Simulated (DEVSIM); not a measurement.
Device: abrupt CdTe n-p junction, at 400 K.

```
layer (left to right)  material  thickness (μm)  Nd (cm⁻³)  Na (cm⁻³)  τn (s)  τp (s)
---------------------  --------  --------------  ---------  ---------  ------  ------
1                          CdTe            2.40     1.3e16          -  2.9e-9  2.9e-9
2                          CdTe            26.0          -     2.2e14  2.9e-9  2.9e-9
```

Left contact: ohmic. Right contact: ohmic. Voltage is applied to the left contact. Recombination: SRH at mid-gap, radiative. Mobility is constant in doping.

Constants are typed, rounded textbook-type inputs, not results; the design itself was drawn at random and stands for no fabricated device. Values at 300 K; Nc and Nv go as T^1.5, mobilities as T to minus their exponent, the gap by Varshni's rule with the affinity fixed.

```csv
parameter,CdTe
gap (eV),1.5
affinity (eV),4.28
permittivity,10.2
Nc (cm⁻³),8e17
Nv (cm⁻³),1.8e19
μn (cm²/Vs),1000
μp (cm²/Vs),80
T exponent of μn,1.7
T exponent of μp,1.5
B (cm³/s),1e-10
Varshni α (eV/K),0.00031
Varshni β (K),108
```

Simulated with DEVSIM: 1D drift-diffusion, Boltzmann statistics, complete ionisation; no tunnelling, impact ionisation, image-force lowering or self-heating.

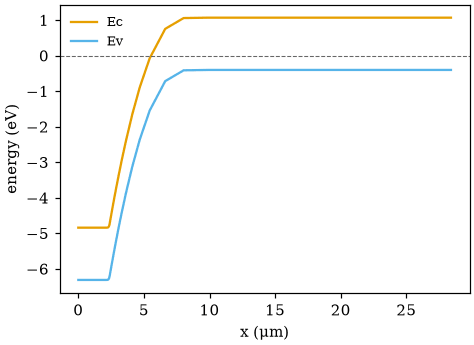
Band edges at 5.0 V on the left contact

Energies count from the Fermi level of the right contact; mesh points crowd at the junctions.

```json
[
 {"x (μm)": "0.000", "Ec (eV)": "-4.843", "Ev (eV)": "-6.314", "n (cm⁻³)": "1.3e16", "p (cm⁻³)": "770", "field (V/cm)": "≈ 0"},
 {"x (μm)": "0.03457", "Ec (eV)": "-4.843", "Ev (eV)": "-6.314", "n (cm⁻³)": "1.3e16", "p (cm⁻³)": "770", "field (V/cm)": "≈ 0"},
 {"x (μm)": "0.1179", "Ec (eV)": "-4.843", "Ev (eV)": "-6.314", "n (cm⁻³)": "1.3e16", "p (cm⁻³)": "760", "field (V/cm)": "≈ 0"},
 {"x (μm)": "0.3187", "Ec (eV)": "-4.843", "Ev (eV)": "-6.314", "n (cm⁻³)": "1.3e16", "p (cm⁻³)": "750", "field (V/cm)": "≈ 0"},
 {"x (μm)": "1.070", "Ec (eV)": "-4.843", "Ev (eV)": "-6.314", "n (cm⁻³)": "1.3e16", "p (cm⁻³)": "640", "field (V/cm)": "≈ 0"},
 {"x (μm)": "1.852", "Ec (eV)": "-4.843", "Ev (eV)": "-6.314", "n (cm⁻³)": "1.3e16", "p (cm⁻³)": "370", "field (V/cm)": "≈ 0"},
 {"x (μm)": "2.187", "Ec (eV)": "-4.842", "Ev (eV)": "-6.313", "n (cm⁻³)": "1.3e16", "p (cm⁻³)": "130", "field (V/cm)": "260"},
 {"x (μm)": "2.353", "Ec (eV)": "-4.787", "Ev (eV)": "-6.258", "n (cm⁻³)": "2.6e15", "p (cm⁻³)": "< 1e2", "field (V/cm)": "11000"},
 {"x (μm)": "2.395", "Ec (eV)": "-4.721", "Ev (eV)": "-6.192", "n (cm⁻³)": "3.8e14", "p (cm⁻³)": "190", "field (V/cm)": "20000"},
 {"x (μm)": "2.424", "Ec (eV)": "-4.660", "Ev (eV)": "-6.130", "n (cm⁻³)": "6.4e13", "p (cm⁻³)": "880", "field (V/cm)": "21000"},
 {"x (μm)": "2.494", "Ec (eV)": "-4.514", "Ev (eV)": "-5.984", "n (cm⁻³)": "9.2e11", "p (cm⁻³)": "35000", "field (V/cm)": "21000"},
 {"x (μm)": "2.760", "Ec (eV)": "-3.974", "Ev (eV)": "-5.444", "n (cm⁻³)": "1.7e7", "p (cm⁻³)": "1.1e7", "field (V/cm)": "20000"},
 {"x (μm)": "3.317", "Ec (eV)": "-2.933", "Ev (eV)": "-4.404", "n (cm⁻³)": "1.6e7", "p (cm⁻³)": "4.6e7", "field (V/cm)": "18000"},
 {"x (μm)": "4.682", "Ec (eV)": "-0.895", "Ev (eV)": "-2.365", "n (cm⁻³)": "1.3e7", "p (cm⁻³)": "1.9e8", "field (V/cm)": "12000"},
 {"x (μm)": "9.894", "Ec (eV)": "1.066", "Ev (eV)": "-0.405", "n (cm⁻³)": "27000", "p (cm⁻³)": "2.2e14", "field (V/cm)": "≈ 0"},
 {"x (μm)": "19.02", "Ec (eV)": "1.066", "Ev (eV)": "-0.405", "n (cm⁻³)": "45000", "p (cm⁻³)": "2.2e14", "field (V/cm)": "≈ 0"},
 {"x (μm)": "24.59", "Ec (eV)": "1.066", "Ev (eV)": "-0.405", "n (cm⁻³)": "46000", "p (cm⁻³)": "2.2e14", "field (V/cm)": "≈ 0"},
 {"x (μm)": "26.86", "Ec (eV)": "1.066", "Ev (eV)": "-0.405", "n (cm⁻³)": "46000", "p (cm⁻³)": "2.2e14", "field (V/cm)": "≈ 0"},
 {"x (μm)": "27.96", "Ec (eV)": "1.066", "Ev (eV)": "-0.405", "n (cm⁻³)": "46000", "p (cm⁻³)": "2.2e14", "field (V/cm)": "≈ 0"},
 {"x (μm)": "28.24", "Ec (eV)": "1.066", "Ev (eV)": "-0.405", "n (cm⁻³)": "46000", "p (cm⁻³)": "2.2e14", "field (V/cm)": "≈ 0"},
 {"x (μm)": "28.35", "Ec (eV)": "1.066", "Ev (eV)": "-0.405", "n (cm⁻³)": "46000", "p (cm⁻³)": "2.2e14", "field (V/cm)": "≈ 0"},
 {"x (μm)": "28.40", "Ec (eV)": "1.066", "Ev (eV)": "-0.405", "n (cm⁻³)": "46000", "p (cm⁻³)": "2.2e14", "field (V/cm)": "≈ 0"}
]
```
